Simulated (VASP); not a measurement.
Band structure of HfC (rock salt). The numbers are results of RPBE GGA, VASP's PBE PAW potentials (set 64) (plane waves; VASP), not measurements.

Unless said otherwise, spin-orbit coupling is left out, though it shifts the bands of the heavy elements here.

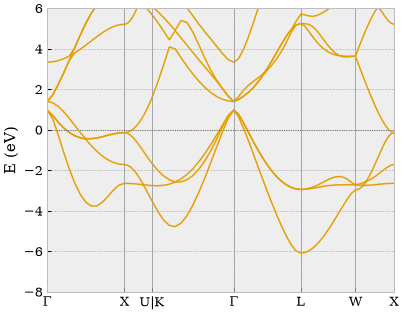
Figure. Bands along high-symmetry lines, zero at the valence-band maximum or, without a gap, the Fermi level

**Question.** Read the plot: is there a gap, and where are the band edges?

**Answer.** It has no gap at this level: it comes out as a metal or semimetal. (Edges off the drawn lines would not show.)

The compound is HfC in the rock salt structure. It was relaxed first.
